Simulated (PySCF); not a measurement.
# C5H2F4O2: runs on many settings

Which settings matter for C5H2F4O2 (`FC1=C(C(F)(F)F)OC=CO1`)?

Computed with PySCF 2.14.0, with density-fitted response routines of our own, on a single molecule, in the gas phase or a continuum. Atoms are numbered from 0 throughout.

## 1. The starting structure

13 atoms, charge 0, multiplicity 1; geometry from: GFN2-xTB.

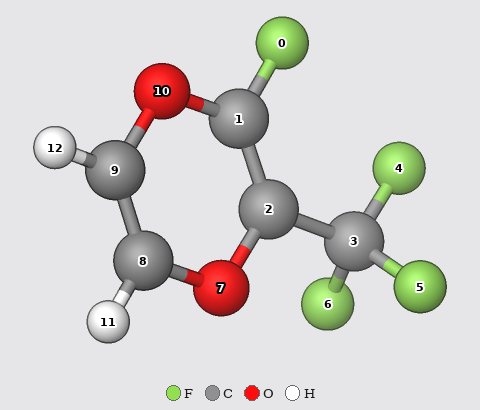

The starting geometry (fluorine green, carbon grey, oxygen red, hydrogen white), atoms numbered; sticks join atoms by distance.

## 2. Nuclear shieldings: PBE0/pcSseg-1

What the job is given:

```
{"job": {"kind": "nmr", "xc": "PBE0", "basis": "pcSseg-1"}, "charge": 0, "multiplicity": 1}
F     -1.034531     0.311863     2.100498
C     -0.167525     0.120378     1.122331
C     -0.512463    -0.335932    -0.080808
C     -1.899135    -0.697863    -0.533832
F     -2.813402    -0.562410     0.426414
F     -2.294478     0.065976    -1.561500
F     -1.959452    -1.967027    -0.956624
O      0.428102    -0.528617    -1.098097
C      1.706777    -0.186196    -0.714492
C      2.025665     0.265815     0.483099
O      1.086283     0.446368     1.508558
H      2.414637    -0.331992    -1.510515
H      3.015134     0.538876     0.797240
```

Method: GIAO PBE0/pcSseg-1 NMR shielding, non-relativistic, gas phase.

On the command line:

```sh
$ OMP_NUM_THREADS=1 python probes_run.py task.json out
```

This one command runs all jobs of the session in turn.

Output:

```text
coarse grid: 13192 points
cycle   1  E = -740.3403804168  dE =  2.358e+00  |g| = 1.124e+00  |ddm| = 3.643e+00
cycle   2  E = -740.0934166259  dE =  2.470e-01  |g| = 1.704e+00  |ddm| = 1.629e+00
cycle   3  E = -740.5497359120  dE = -4.563e-01  |g| = 1.031e-01  |ddm| = 1.050e+00
cycle   4  E = -740.5509367471  dE = -1.201e-03  |g| = 6.513e-02  |ddm| = 9.735e-02
cycle   5  E = -740.5517188980  dE = -7.822e-04  |g| = 1.368e-02  |ddm| = 5.024e-02
cycle   6  E = -740.5517453711  dE = -2.647e-05  |g| = 5.866e-03  |ddm| = 1.279e-02
cycle   7  E = -740.5517524096  dE = -7.038e-06  |g| = 2.038e-03  |ddm| = 6.043e-03
final grid: 135616 points
cycle   8  E = -740.6618872150  dE = -3.483e-05  |g| = 1.495e-02  |ddm| = 2.853e-02
cycle   9  E = -740.6618200295  dE =  6.719e-05  |g| = 2.445e-02  |ddm| = 2.462e-02
cycle  10  E = -740.6619255474  dE = -1.055e-04  |g| = 1.991e-03  |ddm| = 1.627e-02
cycle  11  E = -740.6619263709  dE = -8.235e-07  |g| = 6.226e-04  |ddm| = 2.055e-03
cycle  12  E = -740.6619264508  dE = -7.985e-08  |g| = 1.568e-04  |ddm| = 6.152e-04
cycle  13  E = -740.6619264557  dE = -4.944e-09  |g| = 4.407e-05  |ddm| = 1.368e-04
cycle  14  E = -740.6619264560  dE = -3.131e-10  |g| = 1.245e-05  |ddm| = 3.633e-05
converged SCF energy = -740.6619264560

GIAO shielding tensors (ppm)
atom      isotropic    diamagn.    paramagn.     s11        s22        s33       span
  0 F      286.658     471.979    -185.321    263.403    284.166    312.406     49.003
  1 C       22.296     248.759    -226.462    -42.324     47.733     61.479    103.802
  2 C       70.295     261.029    -190.734     30.611     75.208    105.066     74.456
  3 C       57.630     236.754    -179.124     48.978     58.735     65.178     16.200
  4 F      262.463     470.470    -208.006    186.773    255.489    345.127    158.354
  5 F      249.021     471.629    -222.608    167.599    240.231    339.235    171.636
  6 F      250.523     470.360    -219.838    168.809    244.070    338.690    169.881
  7 O      246.093     397.024    -150.931    169.086    266.102    303.091    134.006
  8 C       50.230     249.716    -199.486    -34.990     76.652    109.028    144.018
  9 C       54.572     250.709    -196.137    -23.888     88.651     98.953    122.841
 10 O      207.614     397.241    -189.628    152.047    188.720    282.074    130.026
 11 H       25.979      28.978      -2.998     24.561     25.481     27.897      3.336
 12 H       25.971      28.684      -2.713     24.630     26.040     27.243      2.612
```

Wall time 50 s (1 thread of Arm Neoverse N1, shared host); peak memory 0.85 GiB.

Shifts follow as δ = σ(reference) − σ, with reference shieldings (ppm) from runs at the same level and on the same kind of geometry: 1H TMS 31.72, 13C TMS 186.9, 19F CFCl3 170.9, 17O H2O 336.1. The references are single molecules in the gas phase, so shifts against H2O, NH3, PH3, H3PO4 or CFCl3 are not on the usual liquid scales and can be off by tens of ppm. Atoms listed in one row are averaged.

```csv
atoms,environment,σ (ppm),δ (ppm),δ scaled to CDCl3
C1,alkene carbon bearing oxygen,22.3,164.6,158.8
C8,alkene carbon bearing oxygen,50.2,136.7,131.5
C9,alkene carbon bearing oxygen,54.6,132.4,127.3
C3,CF3 carbon,57.6,129.3,124.3
C2,alkene carbon bearing oxygen,70.3,116.6,111.9
H12,hydrogen on an alkene carbon bearing oxygen,25.97,5.75,5.52
H11,hydrogen on an alkene carbon bearing oxygen,25.98,5.74,5.51
"F4, F5, F6",fluorine of a CF3 group,254.0,-83.1,–
F0,vinylic fluorine,286.7,-115.7,–
O10,ether oxygen,207.6,128.5,–
O7,ether oxygen,246.1,90.0,–
```

The scaled column applies a straight-line fit of computed shieldings to shifts measured in CDCl3, and one for carbons that bear F (root-mean-square error 0.16 ppm for H, 1.9 ppm for C).

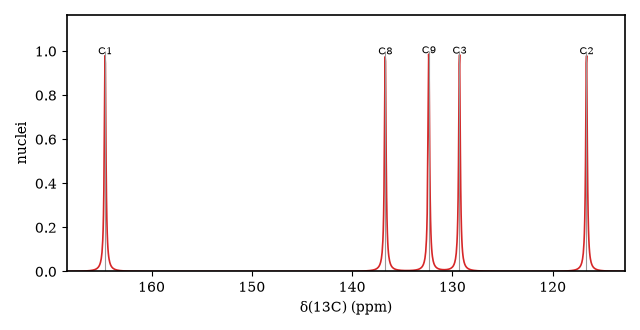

13C lines at the computed shifts, without couplings. Lines are broadened to a width of 0.19 ppm (Lorentzian).

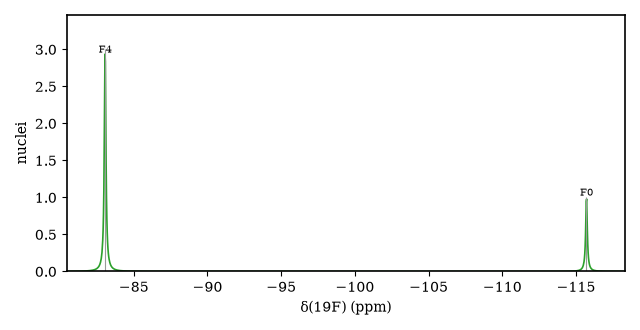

19F lines at the computed shifts, without couplings. Lines are broadened to a width of 0.13 ppm (Lorentzian).

The run also stored atomic charges by several schemes (e):

```csv
atoms,Mulliken,IAO,Hirshfeld,ESP fit
F0,-0.22,-0.22,-0.05,-0.17
C1,0.68,0.46,0.15,0.48
C2,-0.22,0.00,-0.03,-0.08
C3,0.93,0.81,0.25,0.36
"F4, F5, F6",-0.26,-0.27,-0.09,-0.13
O7,-0.45,-0.31,-0.11,-0.14
C8,0.15,0.01,0.01,-0.13
C9,0.09,-0.03,0.00,-0.12
O10,-0.43,-0.30,-0.10,-0.22
```

IAO charges:

F0 -0.22; C1 0.46; C2 0.00; C3 0.81; F4 -0.27; F5 -0.27; F6 -0.27; O7 -0.31; C8 0.01; C9 -0.03; O10 -0.30; H11 0.19; H12 0.19

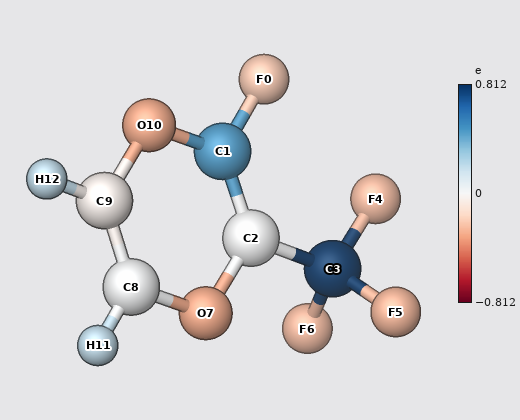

IAO charges, as colours on the atoms.

Mayer bond orders: F0–C1 1.03, C1–C2 1.67, C2–C3 0.97, C3–F4 1.02, C3–F5 1.01, C3–F6 1.01, C2–O7 0.93, O7–C8 0.97, C8–C9 1.85, C9–O10 0.90, O10–C1 1.01.

Ring of atoms C1, C2, O7, C8, C9, O10: NICS(0) 5.7, NICS(1) 4.3, NICS(1)zz 19.4 ppm (means of both faces).

## 3. Excited states and response: PBE0/def2-SVPD

The job, as its differences from that of step 2:

```diff
@@ -1,2 +1,2 @@
-{"job": {"kind": "nmr", "xc": "PBE0", "basis": "pcSseg-1"}, "charge": 0, "multiplicity": 1}
+{"job": {"kind": "uv", "xc": "PBE0", "basis": "def2-SVPD", "nstates": 6, "ntriplets": 2}, "charge": 0, "multiplicity": 1}
 F     -1.034531     0.311863     2.100498
```

With the program's defaults for keys left out, this is: TDDFT PBE0/def2-SVPD, vertical, gas phase, core orbitals frozen in the response.

Output:

```text
coarse grid: 13192 points
cycle   1  E = -739.9100891267  dE =  2.278e+00  |g| = 1.056e+00  |ddm| = 6.169e+00
cycle   2  E = -739.6826060909  dE =  2.275e-01  |g| = 1.591e+00  |ddm| = 3.075e+00
cycle   3  E = -740.1056960950  dE = -4.231e-01  |g| = 1.072e-01  |ddm| = 2.024e+00
cycle   4  E = -740.1071734698  dE = -1.477e-03  |g| = 6.157e-02  |ddm| = 2.243e-01
cycle   5  E = -740.1078834859  dE = -7.100e-04  |g| = 1.439e-02  |ddm| = 9.289e-02
cycle   6  E = -740.1079147878  dE = -3.130e-05  |g| = 6.228e-03  |ddm| = 2.216e-02
cycle   7  E = -740.1079229949  dE = -8.207e-06  |g| = 2.100e-03  |ddm| = 1.090e-02
final grid: 135616 points
cycle   8  E = -740.2178244587  dE = -2.777e-05  |g| = 1.405e-02  |ddm| = 1.542e-01
cycle   9  E = -740.2177588597  dE =  6.560e-05  |g| = 2.329e-02  |ddm| = 4.238e-02
cycle  10  E = -740.2178607238  dE = -1.019e-04  |g| = 1.968e-03  |ddm| = 2.754e-02
cycle  11  E = -740.2178615799  dE = -8.561e-07  |g| = 5.150e-04  |ddm| = 3.149e-03
cycle  12  E = -740.2178616365  dE = -5.660e-08  |g| = 1.434e-04  |ddm| = 9.376e-04
cycle  13  E = -740.2178616407  dE = -4.219e-09  |g| = 4.082e-05  |ddm| = 2.525e-04
cycle  14  E = -740.2178616410  dE = -2.758e-10  |g| = 1.196e-05  |ddm| = 6.119e-05
converged SCF energy = -740.2178616410

Static polarisability (au): isotropic 65.271, principal 47.248 69.856 78.708

Singlet excitations
state   eV       nm        f      main configurations
  1   4.1840    296.3   0.00134   H->L 0.99
  2   5.4183    228.8   0.01117   H->L+1 0.91
  3   6.1322    202.2   0.00785   H->L+2 0.74, H->L+4 0.15
  4   6.4638    191.8   0.00030   H->L+4 0.79, H->L+2 0.17
  5   6.5407    189.6   0.01721   H->L+3 0.65, H-1->L 0.34
  6   6.9997    177.1   0.00095   H->L+5 0.96

Triplet excitations (Tamm-Dancoff, eV): 3.1024 4.4457
```

It took 91 s on 1 thread of Arm Neoverse N1, shared host; peak memory 1 GiB.

The orbitals next to the gap, with their largest atomic shares:

```
orbital      eV                       atoms
 HOMO−3  -11.95   F4 19 %, C2 14 %, O7 13 %
 HOMO−2  -11.04  O7 27 %, O10 16 %, C2 10 %
 HOMO−1   -9.12   C8 20 %, C9 20 %, C2 20 %
   HOMO   -6.61  O7 24 %, O10 19 %, C2 14 %
   LUMO   -1.08   C1 20 %, C9 17 %, C8 17 %
 LUMO+1    0.23   C9 19 %, C8 17 %, C1 12 %
 LUMO+2    0.92  C1 22 %, F0 19 %, O10 11 %
```

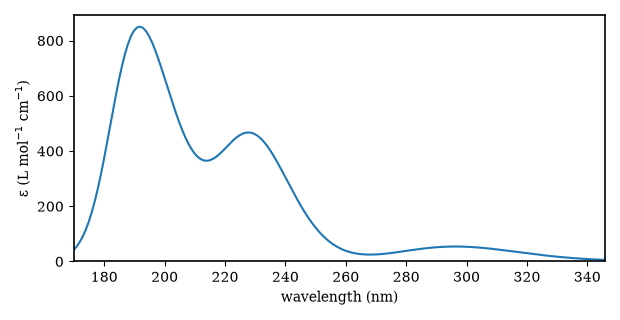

Absorption spectrum: each of the 6 states is a Gaussian band of 0.4 eV half-width at 1/e. Beyond the last state computed it falls off for lack of states.

Further results of this job:

| property | computed |
| --- | --- |
| dipole moment (D) | 3.57 |
| polarisability (Å³) | 9.67 |
| HOMO–LUMO gap (eV) | 5.54 |
| −ε(HOMO) (eV) | 6.61 |

## 4. NMR shieldings: mPW1PW91/pcSseg-1

The job, as its differences from that of step 3:

```diff
@@ -1,2 +1,2 @@
-{"job": {"kind": "uv", "xc": "PBE0", "basis": "def2-SVPD", "nstates": 6, "ntriplets": 2}, "charge": 0, "multiplicity": 1}
+{"job": {"kind": "nmr", "xc": "mPW1PW91", "basis": "pcSseg-1", "pop": false}, "charge": 0, "multiplicity": 1}
 F     -1.034531     0.311863     2.100498
```

Method: GIAO mPW1PW91/pcSseg-1 NMR shielding, non-relativistic, gas phase.

Output:

```text
coarse grid: 13192 points
cycle   1  E = -740.8977690624  dE =  2.362e+00  |g| = 1.154e+00  |ddm| = 3.645e+00
cycle   2  E = -740.6350949160  dE =  2.627e-01  |g| = 1.752e+00  |ddm| = 1.671e+00
cycle   3  E = -741.1168163816  dE = -4.817e-01  |g| = 1.045e-01  |ddm| = 1.081e+00
cycle   4  E = -741.1180579168  dE = -1.242e-03  |g| = 6.656e-02  |ddm| = 9.947e-02
cycle   5  E = -741.1188806671  dE = -8.228e-04  |g| = 1.327e-02  |ddm| = 5.052e-02
cycle   6  E = -741.1189065171  dE = -2.585e-05  |g| = 5.241e-03  |ddm| = 1.191e-02
cycle   7  E = -741.1189119512  dE = -5.434e-06  |g| = 1.978e-03  |ddm| = 5.417e-03
final grid: 135616 points
cycle   8  E = -741.2291230797  dE = -4.058e-05  |g| = 1.072e-02  |ddm| = 2.630e-02
cycle   9  E = -741.2290845732  dE =  3.851e-05  |g| = 1.789e-02  |ddm| = 1.837e-02
cycle  10  E = -741.2291428066  dE = -5.823e-05  |g| = 1.741e-03  |ddm| = 1.249e-02
cycle  11  E = -741.2291434460  dE = -6.394e-07  |g| = 4.534e-04  |ddm| = 1.721e-03
cycle  12  E = -741.2291434865  dE = -4.046e-08  |g| = 1.265e-04  |ddm| = 4.450e-04
cycle  13  E = -741.2291434898  dE = -3.306e-09  |g| = 3.170e-05  |ddm| = 1.094e-04
cycle  14  E = -741.2291434899  dE = -1.639e-10  |g| = 9.495e-06  |ddm| = 2.692e-05
converged SCF energy = -741.2291434899

GIAO shielding tensors (ppm)
atom      isotropic    diamagn.    paramagn.     s11        s22        s33       span
  0 F      286.678     472.156    -185.478    263.064    284.829    312.141     49.077
  1 C       21.271     248.773    -227.501    -43.772     46.732     60.854    104.626
  2 C       69.204     260.960    -191.756     29.172     74.077    104.364     75.192
  3 C       56.803     236.726    -179.923     48.300     57.802     64.307     16.007
  4 F      262.648     470.592    -207.944    186.667    255.704    345.575    158.908
  5 F      249.212     471.747    -222.534    167.523    240.208    339.905    172.382
  6 F      250.703     470.480    -219.776    168.721    244.029    339.360    170.639
  7 O      245.426     397.108    -151.682    168.811    265.266    302.202    133.392
  8 C       49.275     249.504    -200.229    -36.172     75.658    108.340    144.513
  9 C       53.636     250.497    -196.860    -25.062     87.616     98.355    123.418
 10 O      206.889     397.288    -190.399    151.461    188.307    280.898    129.437
 11 H       26.027      29.023      -2.996     24.595     25.530     27.956      3.361
 12 H       26.022      28.726      -2.704     24.669     26.098     27.300      2.631
```

Run time: 49 s. Hardware: 1 thread of Arm Neoverse N1, shared host; peak memory 0.85 GiB.

In short: δ C1 164.8, C8 136.8, C9 132.4, C3 129.3, H12 5.74, H11 5.74 ppm.

(Part 1 of 2 ends here.)
